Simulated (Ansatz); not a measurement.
# Quasi-harmonic thermodynamics of Rh (Rhodium, Fm-3m), part 3 of 4

Aim: the lattice, expansion, heat capacity and bulk modulus of Rhodium as it warms.

Ansatz 0.2.0; DFT LDA, scalar-relativistic, plane waves, PAW (the session's first sound run).

So far, isothermal bulk modulus at 298 K (GPa): step 6 (the quasi-harmonic study, k-mesh 21×21×21, functional LDA) 304. Also principal linear expansion coefficients at 298 K (× 1e-6/K): step 6 8.05.

The database entry behind the starting cell differs from later determinations by our own check (an axis about 0.2 % short against later determinations), so it need not match the best structure at ambient conditions.

### 7. Phonons on strained cells, k-mesh 20×20×20, q-mesh 4×4×4

Thermal expansion follows from how the free energy of the vibrations (and of the electrons in a metal) changes with strain, so the program makes strained cells, their phonons and a fit in one run.

Contents of input.yaml:

```yaml
crystal:
  lattice:
    - [0.0, 1.8766688955, 1.8766688955]
    - [1.8766688955, 0.0, 1.8766688955]
    - [1.8766688955, 1.8766688955, 0.0]
  atoms:
    - { symbol: Rh, position: [0.0, 0.0, 0.0] }
kpoints:
  mp_grid: { grid: [20, 20, 20] }
hamiltonian:
  xc: lda
scf:
  occupations: { method: methfessel_paxton, width: 0.2 }
output:
  eigenvalues: true
phonons:
  method: dfpt
  qmesh: [4, 4, 4]
  temperatures: { t_max: 1200.0, t_step: 50 }
  thermal_expansion: {}
```

On the command line:

```bash
ansatz run input.yaml --threads 4 --pin off --max-ram 8192MiB --backend cpu --events-out ev --progress --plain --runs-dir out
```

Numbers of over 12 decimals in the logs are rounded to 6 here.

Log:

```text
[...]
Crystal: 1 atoms, lattice volume = 13.219 Å³
Basis set: ecut = 487.2 eV, 331 PW (Γ), exchange–correlation on 40×40×40 points (8 copies of the dense FFT grid, shifted against one another)
Bands: 13, of which v1, the nominal top of the filled ones, is band 9 counted from 1 (8 counted from 0)
Symmetry: 48 space group operations
[...]
k-points: 256 of 8000
[...]
SCF iter   1: F=—  HF=-6278.652950 eV  |F-HF|=—  |Δ(HF+E_count)|=         —  Δρ=1.05e-2  dr2=8.19e-3  ethr=1.77e-3  ⟨swp⟩=4.5  Hψ=17743  notcnv=0
[...]
SCF iter   8: F=-6278.650695 eV  HF=-6278.650695 eV  |F-HF|=1.82e-12  |Δ(HF+E_count)|=  1.82e-12  S|Δr|=    0.00e0  Δρ=3.84e-8  dr2=3.67e-14  ethr=1.00e-12  ⟨swp⟩=5.2  Hψ=12463  notcnv=0
SCF 1 converged in 8 iterations: F = -6278.650695 eV  dr2 = 3.67e-14
[...]
relax step   1: F+E_penalty+E_count = -6278.65069524 eV  Δ(F+E_penalty+E_count) = +0.000e0 eV  max|allowed force component| = 0.000e0 eV/Å  Δτ_max = 0.0000 Å  (8 SCF iters, accepted)
SCF converged after 8 iterations
[...]
Free energy (F): -6278.650695 eV
[...]
Internal energy: -6278.652466 eV  (E = F + TS)
E sigma→0 (E₀):  -6278.651138 eV
Entropy (-TS):   0.001771 eV (1.771 meV/atom)
Fermi energy:    23.223705 eV
[...]
--- Stress (GPa, compression-positive) ---
       -0.012106      -0.000000      -0.000000
       -0.000000      -0.012106       0.000000
       -0.000000      -0.000000      -0.012106
  P = ⅓ Tr σ = -0.0121 GPa (-0.121 kbar)
--- Band table (eV; the first three rows and the last of 256) ---
  k-point 0: bands = [... 5 lower, 19.9172, 19.9172, 19.9172, 22.1754, 22.1754, 38.9557, 44.4434, 44.4434]
  k-point 1: bands = [... 5 lower, 19.8687, 19.9597, 19.9597, 22.1507, 22.1507, 39.1132, 43.9104, 44.5998]
  k-point 2: bands = [... 5 lower, 19.7429, 20.0744, 20.0744, 22.0929, 22.0929, 39.5486, 42.7212, 45.0581]
  k-point 255: bands = [... 5 lower, 19.1609, 19.1609, 21.9291, 24.2904, 33.0756, 33.0756, 34.6682, 36.2778]
── thermal expansion: 3 new cells, 3 in all ──
thermal expansion: relaxation of cell 2
thermal expansion: relaxation of cell 3
── thermal expansion: 2 new cells, 5 in all ──
thermal expansion: relaxation of cell 4
thermal expansion: lower-state search of cell 4
thermal expansion: electrons of cell 4
thermal expansion: phonons of cell 4
thermal expansion: relaxation of cell 5
thermal expansion: electrons of cell 1
thermal expansion: electrons of cell 2
thermal expansion: electrons of cell 3
thermal expansion: electrons of cell 5
thermal expansion: phonons of cell 5
── thermal expansion: 5 new cells, 10 in all ──
thermal expansion: relaxation of cell 6
thermal expansion: relaxation of cell 7
thermal expansion: relaxation of cell 8
thermal expansion: relaxation of cell 9
thermal expansion: relaxation of cell 10
thermal expansion: electrons of cell 6
thermal expansion: electrons of cell 7
thermal expansion: electrons of cell 8
thermal expansion: electrons of cell 9
thermal expansion: electrons of cell 10
thermal expansion: phonons of cell 6
thermal expansion: phonons of cell 7
--- Relaxed structure (1 steps of the walk, 1 accepted, 0 SCFs on fresh bases) ---
  F+E_penalty+E_count = -6278.65069524 eV   max|allowed force component| = 0.000e0 eV/Å
  atoms:
    - { symbol: Rh, position: [0.0, 0.0, 0.0] }
--- Thermal expansion: 10 cells in 3 rounds, 0 GPa ---
  no lower state was reached at cell 4; its state was not examined: fill_not_monotonic
  without vibrations: a 2.65400, b 2.65400, c 2.65400 Å, V 13.2187 Å³, B 318.21 GPa
  at 0 K: a 2.65674, b 2.65674, c 2.65674 Å, V 13.2597 Å³, B 314.81 GPa
  zero-point expansion: a +0.103, b +0.103, c +0.103, V +0.310 %
[...]
0.00    2.65674    2.65674    2.65674    13.2597 |    0.00    0.00    0.00    0.00 |   14.81 |     0.000     0.000 |   314.81   314.81
   150.00    2.65790    2.65790    2.65790    13.2770 |    6.05    6.05    6.05   18.16 |   21.03 |    19.874    19.751 |   311.42   313.37
   298.15    2.66067    2.66067    2.66067    13.3185 |    7.62    7.62    7.62   22.87 |       - |    24.580    24.199 |   305.12   309.93
   400.00    2.66280    2.66280    2.66280    13.3505 |    8.06    8.06    8.06   24.19 |   23.60 |    25.773    25.207 |   300.55   307.29
   550.00    2.66612    2.66612    2.66612    13.4006 |    8.54    8.54    8.54   25.62 |   24.46 |    26.962    26.106 |   293.59   303.21
   700.00    2.66962    2.66962    2.66962    13.4535 |    8.98    8.98    8.98   26.93 |   25.22 |    27.978    26.800 |   286.35   298.93
   850.00    2.67331    2.67331    2.67331    13.5093 |    9.42    9.42    9.42   28.27 |   25.95 |    28.980    27.440 |   278.82   294.48
  1000.00    2.67718    2.67718    2.67718    13.5681 |    9.90    9.90    9.90   29.69 |   26.70 |    30.013    28.061 |   270.99   289.85
  1150.00    2.68126    2.68126    2.68126    13.6302 |   10.41   10.41   10.41   31.22 |   27.47 |    31.086    28.667 |   262.86   285.03
  1200.00    2.68267    2.68267    2.68267    13.6517 |   10.59   10.59   10.59   31.76 |   27.74 |    31.453    28.865 |   260.07   283.39
[...]
vibrations' free energy: its fit passes through its cells
[...]
free energies summed between the sampled wave vectors
[...]
```

The job ended after 16 min (4 threads of Arm Neoverse V1, shared host; peak memory 4 GiB; 62 min of CPU time).

This step gave:

* pressure: -0.01211 GPa
* volume expansion coefficient at 298 K: 22.87 1e-6/K
* C_P at 298 K: 24.58 J/mol-atom/K
* entropy at 298 K: 30.88 J/mol-atom/K
* isothermal bulk modulus at 298 K: 305.1 GPa
* Grüneisen parameter at 298 K: 2.313
* principal linear expansion coefficients at 298 K: 7.623, 7.623, 7.623 1e-6/K

Strained cells of the study; zero-point energy where phonons were solved; the pressures are stresses at a fixed cutoff and can carry an offset from the finite basis. Expansion cells, by row:

| cell | \|a\| (Å) | \|b\| (Å) | \|c\| (Å) | V (Å³/atom) | E - E_lowest (meV/atom) | pressure, compression positive (GPa) | gap (eV) | zero-point energy (meV/atom) |
| --- | --- | --- | --- | --- | --- | --- | --- | --- |
| 1 | 2.654 | 2.654 | 2.654 | 13.22 | 0 | -0.046 | - | - |
| 2 | 2.675 | 2.675 | 2.675 | 13.54 | 7.347 | -7.206 | - | - |
| 3 | 2.633 | 2.633 | 2.633 | 12.91 | 7.666 | 8.034 | - | - |
| 4 | 2.654 | 2.654 | 2.654 | 13.22 | 0.002 | -0.127 | - | 34.23 |
| 5 | 2.668 | 2.668 | 2.668 | 13.42 | 3.012 | -4.705 | - | 33.02 |
| 6 | 2.68 | 2.68 | 2.68 | 13.6 | 10.58 | -8.554 | - | 31.94 |
| 7 | 2.692 | 2.692 | 2.692 | 13.8 | 23.29 | -12.32 | - | 30.81 |
| 8 | 2.628 | 2.628 | 2.628 | 12.83 | 11.88 | 10.13 | - | - |
| 9 | 2.641 | 2.641 | 2.641 | 13.03 | 2.872 | 4.812 | - | - |
| 10 | 2.712 | 2.712 | 2.712 | 14.1 | 51.04 | -17.44 | - | - |

Quasi-harmonic; a, b, c are the run's own cell vectors. Expansion, by row:

| T (K) | a (Å) | b (Å) | c (Å) | alpha (deg) | beta (deg) | gamma (deg) | cell volume (Å³/cell) | alpha_a (1e-6/K) | alpha_b (1e-6/K) | alpha_c (1e-6/K) | alpha_V (1e-6/K) | C_P (J/mol-atom/K) | C_V (J/mol-atom/K) | S (J/mol-atom/K) | B_T (GPa) | B_S (GPa) | Grueneisen | extrapolation | fit error (1e-6/K) |
| --- | --- | --- | --- | --- | --- | --- | --- | --- | --- | --- | --- | --- | --- | --- | --- | --- | --- | --- | --- |
| 0 | 2.657 | 2.657 | 2.657 | 60 | 60 | 60 | 13.26 | 0 | 0 | 0 | 0 | 0 | 0 | 0 | 314.8 | 314.8 | - | 0 | 0 |
| 50 | 2.657 | 2.657 | 2.657 | 60 | 60 | 60 | 13.26 | 1.34 | 1.34 | 1.34 | 4.02 | 4.712 | 4.71 | 1.645 | 314.6 | 314.8 | 2.146 | 0 | 0 |
| 100 | 2.657 | 2.657 | 2.657 | 60 | 60 | 60 | 13.27 | 4.45 | 4.45 | 4.45 | 13.35 | 14.83 | 14.79 | 8.294 | 313.3 | 314.2 | 2.259 | 0 | 0 |
| 150 | 2.658 | 2.658 | 2.658 | 60 | 60 | 60 | 13.28 | 6.05 | 6.05 | 6.05 | 18.16 | 19.87 | 19.75 | 15.39 | 311.4 | 313.4 | 2.29 | 0 | 0 |
| 200 | 2.659 | 2.659 | 2.659 | 60 | 60 | 60 | 13.29 | 6.85 | 6.85 | 6.85 | 20.56 | 22.33 | 22.12 | 21.48 | 309.4 | 312.3 | 2.302 | 0 | 0 |
| 250 | 2.66 | 2.66 | 2.66 | 60 | 60 | 60 | 13.3 | 7.32 | 7.32 | 7.32 | 21.96 | 23.71 | 23.41 | 26.63 | 307.2 | 311.1 | 2.309 | 0 | 0 |
| 298.1 | 2.661 | 2.661 | 2.661 | 60 | 60 | 60 | 13.32 | 7.62 | 7.62 | 7.62 | 22.87 | 24.58 | 24.2 | 30.88 | 305.1 | 309.9 | 2.313 | 0 | 0 |
| 300 | 2.661 | 2.661 | 2.661 | 60 | 60 | 60 | 13.32 | 7.63 | 7.63 | 7.63 | 22.9 | 24.61 | 24.22 | 31.03 | 305 | 309.9 | 2.313 | 0 | 0 |
| 350 | 2.662 | 2.662 | 2.662 | 60 | 60 | 60 | 13.33 | 7.87 | 7.87 | 7.87 | 23.61 | 25.26 | 24.78 | 34.88 | 302.8 | 308.6 | 2.316 | 0 | 0 |
| 400 | 2.663 | 2.663 | 2.663 | 60 | 60 | 60 | 13.35 | 8.06 | 8.06 | 8.06 | 24.19 | 25.77 | 25.21 | 38.29 | 300.6 | 307.3 | 2.319 | 0 | 0 |
| 450 | 2.664 | 2.664 | 2.664 | 60 | 60 | 60 | 13.37 | 8.23 | 8.23 | 8.23 | 24.7 | 26.21 | 25.55 | 41.35 | 298.3 | 305.9 | 2.321 | 0 | 0 |
| 500 | 2.665 | 2.665 | 2.665 | 60 | 60 | 60 | 13.38 | 8.39 | 8.39 | 8.39 | 25.17 | 26.6 | 25.84 | 44.13 | 295.9 | 304.6 | 2.323 | 0 | 0.01 |
| 550 | 2.666 | 2.666 | 2.666 | 60 | 60 | 60 | 13.4 | 8.54 | 8.54 | 8.54 | 25.62 | 26.96 | 26.11 | 46.68 | 293.6 | 303.2 | 2.325 | 0 | 0.01 |
| 600 | 2.667 | 2.667 | 2.667 | 60 | 60 | 60 | 13.42 | 8.69 | 8.69 | 8.69 | 26.06 | 27.31 | 26.35 | 49.04 | 291.2 | 301.8 | 2.327 | 0 | 0.01 |
| 650 | 2.668 | 2.668 | 2.668 | 60 | 60 | 60 | 13.44 | 8.83 | 8.83 | 8.83 | 26.5 | 27.64 | 26.58 | 51.24 | 288.8 | 300.4 | 2.329 | 0 | 0.01 |
| 700 | 2.67 | 2.67 | 2.67 | 60 | 60 | 60 | 13.45 | 8.98 | 8.98 | 8.98 | 26.93 | 27.98 | 26.8 | 53.3 | 286.4 | 298.9 | 2.331 | 0 | 0.01 |
| 750 | 2.671 | 2.671 | 2.671 | 60 | 60 | 60 | 13.47 | 9.12 | 9.12 | 9.12 | 27.37 | 28.31 | 27.02 | 55.24 | 283.9 | 297.5 | 2.333 | 0 | 0.01 |
| 800 | 2.672 | 2.672 | 2.672 | 60 | 60 | 60 | 13.49 | 9.27 | 9.27 | 9.27 | 27.81 | 28.64 | 27.23 | 57.08 | 281.4 | 296 | 2.335 | 0 | 0.01 |
| 850 | 2.673 | 2.673 | 2.673 | 60 | 60 | 60 | 13.51 | 9.42 | 9.42 | 9.42 | 28.27 | 28.98 | 27.44 | 58.83 | 278.8 | 294.5 | 2.337 | 0 | 0.01 |
| 900 | 2.675 | 2.675 | 2.675 | 60 | 60 | 60 | 13.53 | 9.58 | 9.58 | 9.58 | 28.73 | 29.32 | 27.65 | 60.49 | 276.2 | 292.9 | 2.339 | 0 | 0.01 |
| 950 | 2.676 | 2.676 | 2.676 | 60 | 60 | 60 | 13.55 | 9.74 | 9.74 | 9.74 | 29.21 | 29.66 | 27.86 | 62.09 | 273.6 | 291.4 | 2.341 | 0 | 0.01 |
| 1000 | 2.677 | 2.677 | 2.677 | 60 | 60 | 60 | 13.57 | 9.9 | 9.9 | 9.9 | 29.69 | 30.01 | 28.06 | 63.62 | 271 | 289.9 | 2.343 | 0 | 0.01 |
| 1050 | 2.679 | 2.679 | 2.679 | 60 | 60 | 60 | 13.59 | 10.06 | 10.06 | 10.06 | 30.19 | 30.37 | 28.27 | 65.09 | 268.3 | 288.3 | 2.345 | 0 | 0.01 |
| 1100 | 2.68 | 2.68 | 2.68 | 60 | 60 | 60 | 13.61 | 10.23 | 10.23 | 10.23 | 30.7 | 30.72 | 28.47 | 66.51 | 265.6 | 286.7 | 2.347 | 0 | 0.01 |
| 1150 | 2.681 | 2.681 | 2.681 | 60 | 60 | 60 | 13.63 | 10.41 | 10.41 | 10.41 | 31.22 | 31.09 | 28.67 | 67.89 | 262.9 | 285 | 2.35 | 0 | 0.01 |
| 1200 | 2.683 | 2.683 | 2.683 | 60 | 60 | 60 | 13.65 | 10.59 | 10.59 | 10.59 | 31.76 | 31.45 | 28.86 | 69.22 | 260.1 | 283.4 | 2.352 | 0 | 0.01 |

The expansion coefficient by temperature; values in 1e-6/K:

| temperature (K) | volume | principal 1 |
| --- | --- | --- |
| 0 | 0 | 0 |
| 100 | 13.3 | 4.45 |
| 200 | 20.6 | 6.85 |
| 298 | 22.9 | 7.62 |
| 350 | 23.6 | 7.87 |
| 450 | 24.7 | 8.23 |
| 550 | 25.6 | 8.54 |
| 600 | 26.1 | 8.69 |
| 700 | 26.9 | 8.98 |
| 800 | 27.8 | 9.27 |
| 900 | 28.7 | 9.58 |
| 1000 | 29.7 | 9.9 |
| 1100 | 30.7 | 10.2 |
| 1200 | 31.8 | 10.6 |

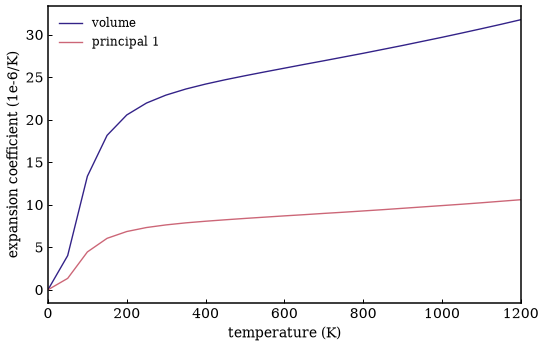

Expansion coefficient against temperature.

Changing the q-mesh (3×3×3 → 4×4×4) and the k-mesh (21×21×21 → 20×20×20) takes the volume expansion at 298 K from 24.1 to 22.9 × 10⁻⁶/K and B_T from 304 to 305 GPa.

### 8. Relaxing at another setting

The functional, the potentials or the cutoff change, so the crystal is relaxed again at the new setting.

This step: DFT PBE, scalar-relativistic, plane waves, PAW (Ansatz 0.2.0).

input.yaml, the sections that differ from step 7:

```yaml
hamiltonian:
  xc: pbe
output:
  forces: true
  stress: true
  eigenvalues: true
relax:
  adjacent_minimum: "off"
  f_tol: 0.001
  max_steps: 60
  cell: { stress_tol: 0.01 }
# crystal, kpoints, scf: as in step 7
# phonons: removed
```

Log:

```text
[...]
Crystal: 1 atoms, lattice volume = 13.219 Å³
Basis set: ecut = 420 eV, 259 PW (Γ), exchange–correlation on 36×36×36 points (8 copies of the dense FFT grid, shifted against one another)
Bands: 13, of which v1, the nominal top of the filled ones, is band 9 counted from 1 (8 counted from 0)
Symmetry: 48 space group operations
[...]
k-points: 256 of 8000
[...]
SCF iter   1: F=—  HF=-6402.845357 eV  |F-HF|=—  |Δ(HF+E_count)|=         —  Δρ=3.10e-3  dr2=4.60e-4  ethr=1.77e-3  ⟨swp⟩=4.8  Hψ=17897  notcnv=0
[...]
SCF iter   5: F=-6402.845660 eV  HF=-6402.845660 eV  |F-HF|=4.57e-8  |Δ(HF+E_count)|=   2.80e-6  S|Δr|=    0.00e0  Δρ=4.31e-5  dr2=7.09e-8  ethr=5.88e-10  ⟨swp⟩=3.0  Hψ=13067  notcnv=0
SCF 1 converged in 5 iterations: F = -6402.845660 eV  dr2 = 7.09e-8
[...]
relax step   1: F+E_penalty+E_count = -6402.84566047 eV  Δ(F+E_penalty+E_count) = +0.000e0 eV  max|allowed force component| = 0.000e0 eV/Å  Δτ_max = 0.0000 Å  P = +18.143 GPa  Ω = 13.219 Å³  (5 SCF iters, dr2 threshold 1.00e-7 eV, accepted)
Crystal: 1 atoms, lattice volume = 14.588 Å³
Basis set: ecut = 420 eV, 283 PW (Γ), exchange–correlation on 36×36×36 points (8 copies of the dense FFT grid, shifted against one another)
[...]
SCF iter   6: F=-6402.872376 eV  HF=-6402.872376 eV  |F-HF|=1.86e-10  |Δ(HF+E_count)|=  4.64e-11  S|Δr|=    0.00e0  Δρ=1.66e-6  dr2=3.52e-10  ethr=6.31e-11  ⟨swp⟩=2.0  Hψ=9953  notcnv=0
SCF 2 converged in 6 iterations: F = -6402.872376 eV  dr2 = 3.52e-10
relax step   2: F+E_penalty+E_count = -6402.87237551 eV  Δ(F+E_penalty+E_count) = -2.672e-2 eV  max|allowed force component| = 0.000e0 eV/Å  Δτ_max = 0.0000 Å  P = -8.983 GPa  Ω = 14.588 Å³  energy of the carried Pulay correction = -1.026e-3 eV  (6 SCF iters, dr2 threshold 1.00e-7 eV, accepted)
Crystal: 1 atoms, lattice volume = 14.104 Å³
[...]
SCF iter   5: F=-6402.888475 eV  HF=-6402.888475 eV  |F-HF|=3.22e-10  |Δ(HF+E_count)|=   1.41e-7  S|Δr|=    0.00e0  Δρ=7.06e-6  dr2=1.23e-9  ethr=5.88e-10  ⟨swp⟩=4.2  Hψ=10948  notcnv=0
SCF 3 converged in 5 iterations: F = -6402.888475 eV  dr2 = 1.23e-9
relax step   3: F+E_penalty+E_count = -6402.88847503 eV  Δ(F+E_penalty+E_count) = -1.610e-2 eV  max|allowed force component| = 0.000e0 eV/Å  Δτ_max = 0.0000 Å  P = -1.174 GPa  Ω = 14.104 Å³  energy of the carried Pulay correction = -6.752e-4 eV  (5 SCF iters, dr2 threshold 1.00e-7 eV, accepted)
[...]
relax step   4: F+E_penalty+E_count = -6402.88876023 eV  Δ(F+E_penalty+E_count) = -2.852e-4 eV  max|allowed force component| = 0.000e0 eV/Å  Δτ_max = 0.0000 Å  P = -0.020 GPa  Ω = 14.041 Å³  energy of the carried Pulay correction = -6.282e-4 eV  (4 SCF iters, dr2 threshold 1.00e-7 eV, accepted)
[...]
relax step   5: F+E_penalty+E_count = -6402.88876111 eV  Δ(F+E_penalty+E_count) = -8.781e-7 eV  max|allowed force component| = 0.000e0 eV/Å  Δτ_max = 0.0000 Å  P = +0.000 GPa  Ω = 14.040 Å³  energy of the carried Pulay correction = -6.274e-4 eV  (3 SCF iters, dr2 threshold 9.91e-10 eV, accepted)
Basis set: ecut = 420 eV, 283 PW (Γ), exchange–correlation on 40×40×40 points (8 copies of the dense FFT grid, shifted against one another)
[...]
SCF iter   6: F=-6402.889360 eV  HF=-6402.889360 eV  |F-HF|=9.09e-13  |Δ(HF+E_count)|=  1.36e-11  S|Δr|=    0.00e0  Δρ=2.01e-8  dr2=1.70e-14  ethr=1.00e-12  ⟨swp⟩=4.1  Hψ=11136  notcnv=0
SCF 6 converged in 6 iterations: F = -6402.889360 eV  dr2 = 1.70e-14
relax step   6: F+E_penalty+E_count = -6402.88936017 eV  Δ(F+E_penalty+E_count) = -5.991e-4 eV  max|allowed force component| = 0.000e0 eV/Å  Δτ_max = 0.0000 Å  P = -0.004 GPa  Ω = 14.040 Å³  stress off target by 3.66e-3 GPa  SCF on the basis re-selected at this cell (its energy is not comparable with the rows above)  (6 SCF iters)
basis re-selected at this cell: Δ(F+E_penalty+E_count) = -5.991e-4 eV, ΔP = -0.004 GPa vs the last step (what re-selecting the basis moved, of the pressure what is left beyond the Pulay correction that the steps carried, after the strain that the cell walked since its last selection, with what the two solves' SCF thresholds leave and, on support functions, any second-order correction that the steps lacked; it is no measure of the basis error at this ecutwfc). The dense FFT grid was sized anew with the basis: this SCF ran on 20×20×20 points, the steps before it on 18×18×18, so part of this shift can come from that change (see relax.cell in the input reference). [rest of the remark cut]
SCF converged after 6 iterations
[...]
Free energy (F): -6402.889360 eV
[...]
Internal energy: -6402.891728 eV  (E = F + TS)
E sigma→0 (E₀):  -6402.889952 eV
Entropy (-TS):   0.002368 eV (2.368 meV/atom)
Fermi energy:    21.799599 eV
[...]
--- Stress (GPa, compression-positive) ---
       -0.003664      -0.000000      -0.000000
       -0.000000      -0.003664       0.000000
       -0.000000       0.000000      -0.003664
  P = ⅓ Tr σ = -0.0037 GPa (-0.037 kbar)
--- Band table (eV; the first three rows and the last of 256) ---
  k-point 0: bands = [... 5 lower, 18.8154, 18.8154, 18.8154, 20.8342, 20.8342, 37.6175, 42.8427, 42.8427]
  k-point 1: bands = [... 5 lower, 18.7719, 18.8542, 18.8542, 20.8127, 20.8127, 37.7570, 42.3001, 42.9835]
  k-point 2: bands = [... 5 lower, 18.6585, 18.9587, 18.9587, 20.7626, 20.7626, 38.1382, 41.1003, 43.3961]
  k-point 255: bands = [... 5 lower, 18.1123, 18.1123, 20.6371, 22.7528, 31.2659, 31.2659, 32.8315, 34.2463]
--- Relaxed structure (5 steps of the walk, 5 accepted, 1 SCFs on fresh bases) ---
[...]
cell:  # Å, volume = 14.0397 Å³
    - [0, 1.914739, 1.914739]
    - [1.914739, 0, 1.914739]
    - [1.914739, 1.914739, 0]
  atoms:
    - { symbol: Rh, position: [0.0, 0.0, 0.0] }
```

It took 5.2 s on 4 threads; peak memory 0.33 GiB; 19 s of CPU time.

(Continued in part 4 of 4.)

[Logs are printed without paths, hosts, clocks, repeated set-up lines and the standing remarks that a program may print on its own settings, such as how far it seeks lower states.]

[Hosts, paths, dates, database ids (printed as entryN), source tags and the programs' standing remarks are cut or masked in the printed files.]

[A step with changed settings may run another functional than the one named; its input shows which.]
